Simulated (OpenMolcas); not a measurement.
## A ladder of methods for C3H12GaN (SMILES C[Ga-](C)(C)[NH3+])

C3H12GaN: 17 atoms, total charge 0, spin state singlet. SMILES: `C[Ga-](C)(C)[NH3+]`. The coordinates come from a PBE0-D4/def2-TZVP relaxation.

Quantity: the vertical energy of the triplet above the singlet, in eV. The values are calculated.

| level | kind | program | value (eV) | CPU time (all runs) |
| --- | --- | --- | --- | --- |
| HF/6-31G* (spherical functions) | Hartree–Fock | OpenMolcas | 6.89 | 59 s |
| SVWN5/6-31G* (spherical functions) | LDA | OpenMolcas | 5.83 | 4.2 min |
| BLYP/6-31G* (spherical functions) | GGA | OpenMolcas | 5.76 | 8.1 min |
| PBE/6-31G* (spherical functions) | GGA | OpenMolcas | 5.87 | 6.4 min |
| revPBE/6-31G* (spherical functions) | GGA | OpenMolcas | 5.93 | 6.9 min |
| TPSS/6-31G* (spherical functions) | meta-GGA | OpenMolcas | 6.08 | 11 min |
| r2SCAN/6-31G* (spherical functions) | meta-GGA | OpenMolcas | 6.23 | 8.9 min |

All-electron rows without a relativistic Hamiltonian named are non-relativistic. The values span 5.76 to 6.89 eV. A triplet this far above the singlet is often a Rydberg-like or dissociative state; sets without diffuse functions put Rydberg states too high. The upper state's dipole differs much between rows, so they may not all be the same state. CPU times are rough (shared hosts, several kinds of processor and program).

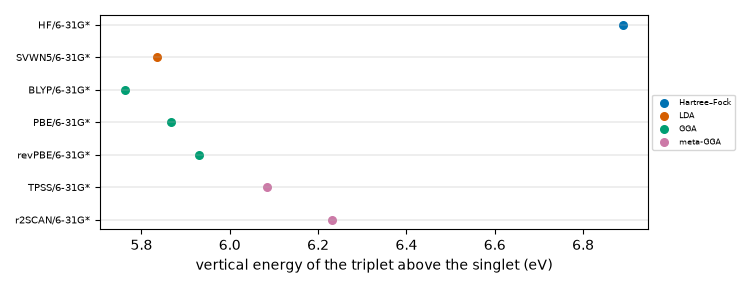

The values of the table, level by level.
